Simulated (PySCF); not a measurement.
**F₅Si, charge −1, SMILES `F[Si-](F)(F)(F)F`: what the electrons do**

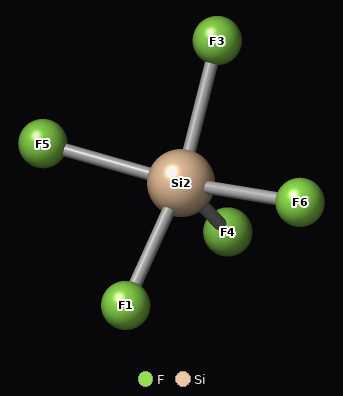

The molecule, with its atoms numbered as below. No frequency check shows the geometry to be a minimum.

Cartesian coordinates (Å):

```
F1       0.1639   -1.6044    0.3755
Si2      0.0000    0.0001    0.0430
F3      -0.1642    1.6043    0.3757
F4       0.0003    0.0002   -1.5693
F5      -1.6044   -0.1642    0.3754
F6       1.6044    0.1640    0.3758
```

Part 1: Bonding charge

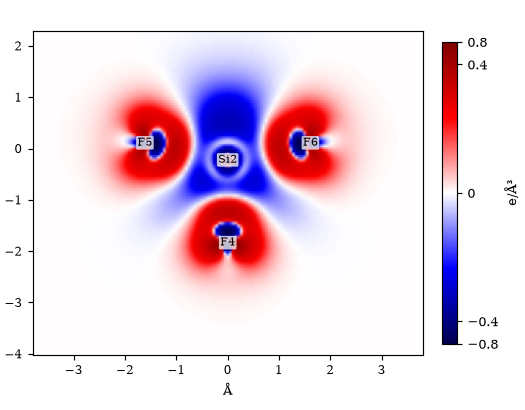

Deformation density (molecule less spherical, spin-averaged free atoms) in the plane of Si2, F4, F5 and F6; colour scale in e/Å³, logarithmic beyond ±0.1; red: gain, blue: loss.

Method: PBE/def2-SVPD; geometry: GFN2-xTB; program: PySCF.

Describe the bonding that the map shows.

Answer. Si2–F4: 0.00 e/Å³ at the bond critical point (bond length 1.61 Å); up to 0.6 Å beside the axis the gain reaches +0.26 e/Å³. Si2–F5 and Si2–F6: 0.00 e/Å³ at the bond critical point (bond length 1.65 Å); up to 0.6 Å beside the axis the gain reaches +0.25 e/Å³. In all, 1.8 electrons gather in the regions of gain relative to the promolecule of neutral atoms (this includes the anion's extra charge). A small or negative value marks a very polar bond, one between electron-rich atoms, whose free-atom densities already overlap strongly, a long bond to a heavier atom, or a closed-shell contact such as a hydrogen bond.

Part 2: Bond critical points

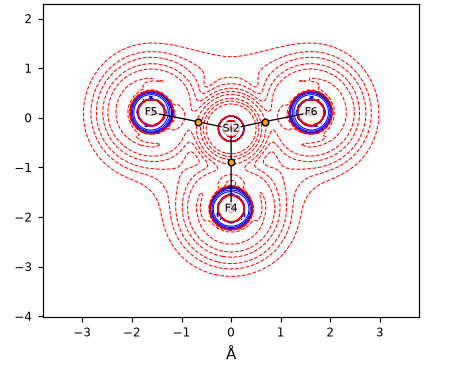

Negative Laplacian of the density (−∇²ρ) in the plane of Si2, F4, F5 and F6 (solid blue lines positive, dashed red lines negative, contours at ±0.02 to ±8 a.u.), with bond paths and bond critical points (dots).

Sort the bonds in the plane by the sign of ∇²ρ at their critical points.

Answer. At none is it concentrated. Depleted (∇²ρ > 0): Si2–F4 (+1.06 a.u., H = −0.006); Si2–F5 and Si2–F6 (+0.90 a.u., H = −0.011).

Where along Si2–F5 does the critical point lie?

Answer. 0.69 Å from Si2 and 0.96 Å from F5.

Part 3: Local ionisation energy

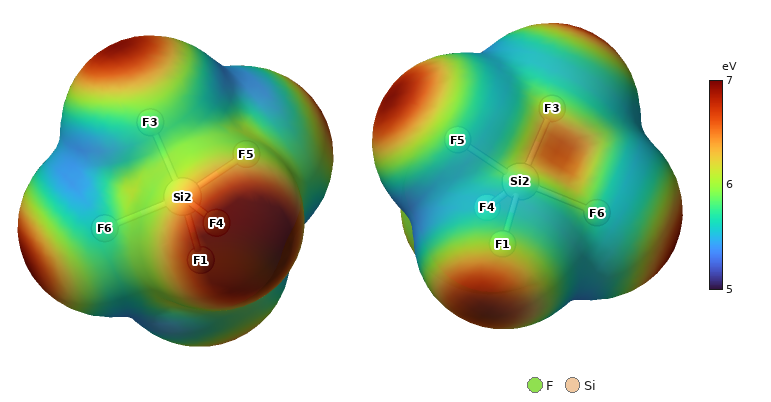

Average local ionisation energy on the surface of electron density 0.001 a.u. (back view left, front view right).

Where are the most loosely bound electrons on this surface?

Answer. The lowest value is 5.4 eV, about equally far (1.9 Å) from F3 and F6, over Si2 (2.6 Å), and at like points elsewhere. Further minima include 5.5 eV, 1.8 Å from F1, and at like points elsewhere. For comparison, the highest occupied orbital lies at −2.8 eV.

Part 4: Removing or adding an electron

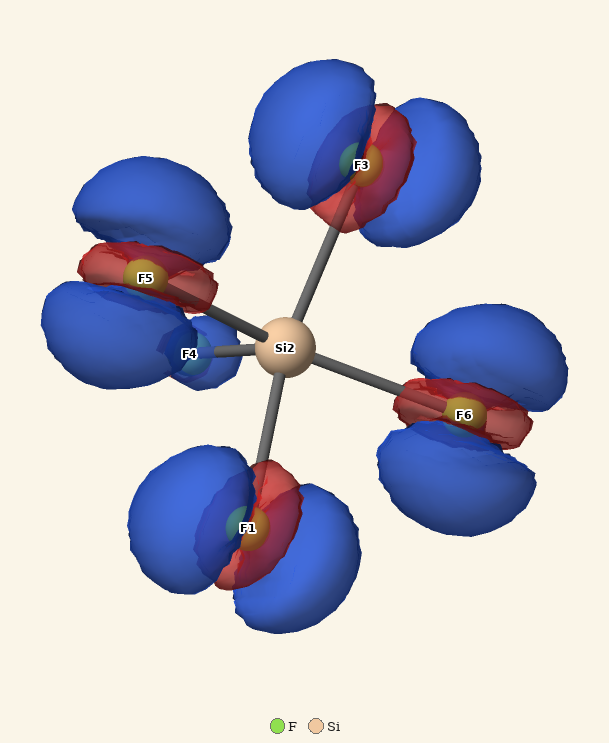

Fukui function f⁻ = ρ(N) − ρ(N−1) at fixed geometry, surfaces at ±0.03 e/Å³ (blue positive, red negative).

Method: TPSS/def2-SVPD; geometry: GFN2-xTB; program: PySCF.

Which atoms respond most to the removal of an electron?

Answer. f⁻ (Hirshfeld-condensed) is largest on F1, F3, F5 and F6 (0.20 each) and Si2 (0.13); the vertical detachment energy is 6.49 eV (the stability of the neutral species's solution wasn't checked). Condensed values hint at sites of electrophilic attack but needn't mark the atom that reacts. Orbital relaxation makes it negative in places (0.20 e in all).

```csv
atom,f⁻,charge
F1,+0.20,−0.29
Si2,+0.13,+0.42
F3,+0.20,−0.29
F4,+0.05,−0.26
F5,+0.20,−0.29
F6,+0.20,−0.29
```

Part 5: Localised orbitals

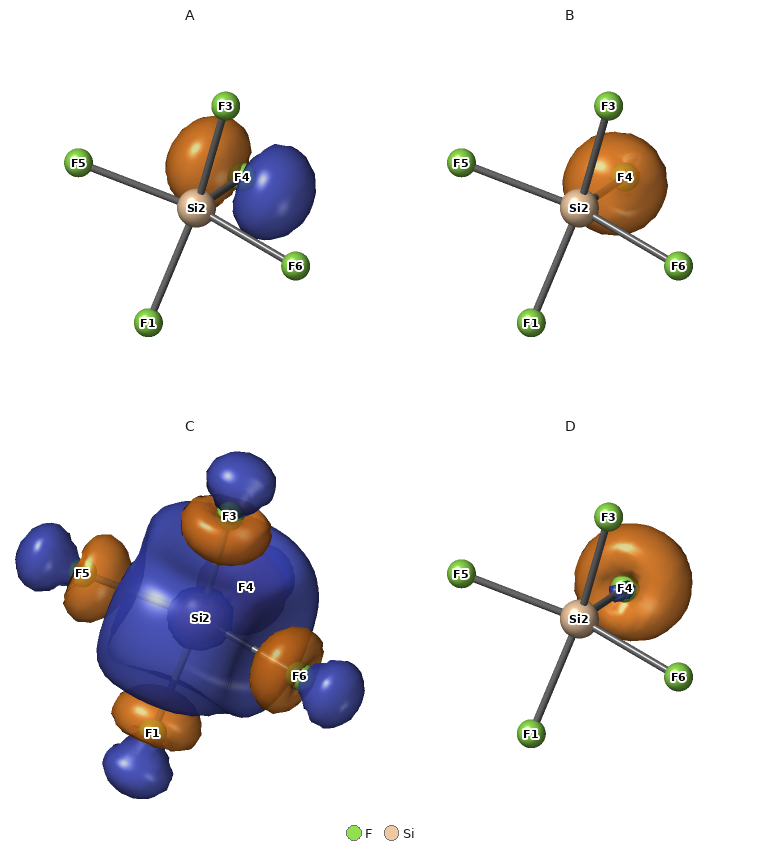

Intrinsic bond orbitals (IBO), occupied and valence-virtual; each surface holds about 80 % of the orbital's density. Energies are diagonal elements of the Fock matrix.

Method: PBE/def2-TZVP; geometry: GFN2-xTB; program: PySCF. The basis has no diffuse functions, which an anion needs.

Identify each orbital.

Answer. By panel:
- A: lone pair on F4 (p-type) (F4 97 %; −4.6 eV)
- B: pair mostly on F4, shared in part with Si2 (F4 84 %, Si2 16 %; −17.9 eV)
- C: antibonding multicentre orbital mainly over Si2, F1, F6 and F5 and further atoms (Si2 67 %, F1 7 %, F6 7 %; 8.0 eV)
- D: lone pair on F4 (sp1-type) (F4 100 %; −12.6 eV)

Which has the smallest and which the largest spatial spread?

Answer. Smallest: B (0.59 Å); largest: C (1.48 Å).
